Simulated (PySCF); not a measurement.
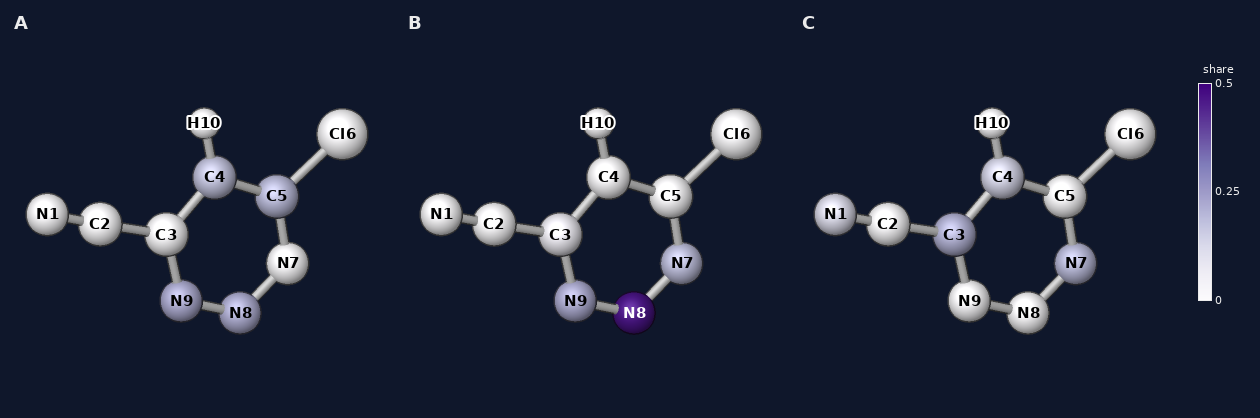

Each panel colours the atoms by their Löwdin share in one orbital (up to four of the largest shares; other atoms are shown as zero). The geometry was computed by an optimisation with GFN2-xTB. No frequency run is at hand to confirm it as a minimum. Computed with ωB97X-D/def2-SVPD (PySCF 2.14.0).

### The panels show the HOMO, LUMO, LUMO+1, in some order. Which is which?

A: LUMO+1, −1.11 eV; N9 0.21, N8 0.21, C5 0.19, C4 0.17
B: HOMO, −10.00 eV; N8 0.47, N9 0.21, N7 0.18, C3 0.05
C: LUMO, −1.70 eV; C3 0.20, N7 0.19, C4 0.13, N1 0.11
